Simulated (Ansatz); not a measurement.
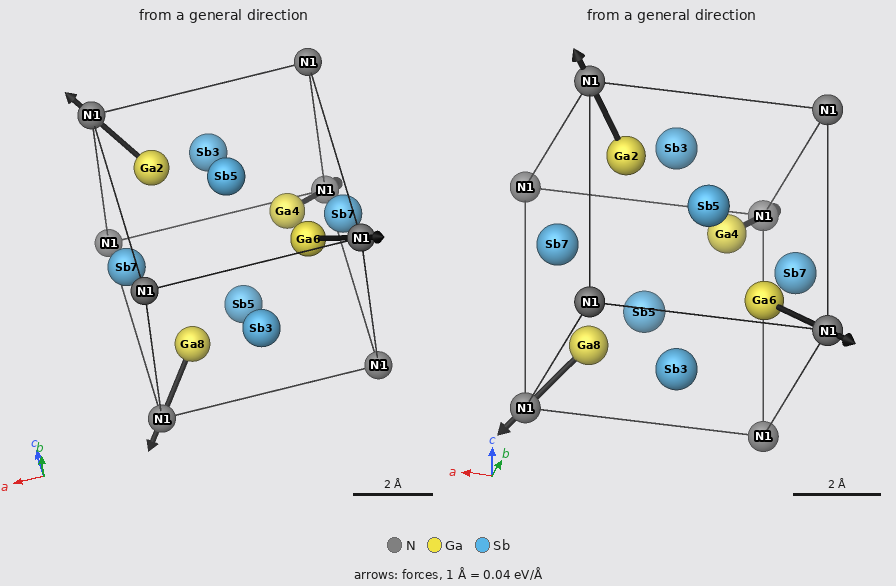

Crystal structure, spheres-only style, seen from two general directions. Lines trace the edges of the simulation cell. The arrows are the computed forces on the atoms.

System: Ga₄Sb₃N. All computed values are from DFT, PBE with spin-orbit coupling, plane waves, PAW (Ansatz 0.2.0). Settings: a cutoff energy of 420 eV, 4×4×4 k-points, Fermi-Dirac smearing of 0.02 eV, no moments seeded, so the run stays non-magnetic, spinor wavefunctions.

Are the atoms in equilibrium?

Answer. No. The atoms still feel forces of up to about 0.1 eV/Å, above a usual threshold of 0.01 to 0.03 eV/Å.

Identify the atom with the maximum force.

Answer. All Ga atoms, about 0.1 eV/Å.

The structure comes from a structure type filled with these elements by a generator (whether the compound takes this form wasn't checked). Earlier steps of the study may have refined or changed the cell and positions. It was the input of a calculation with Ansatz.
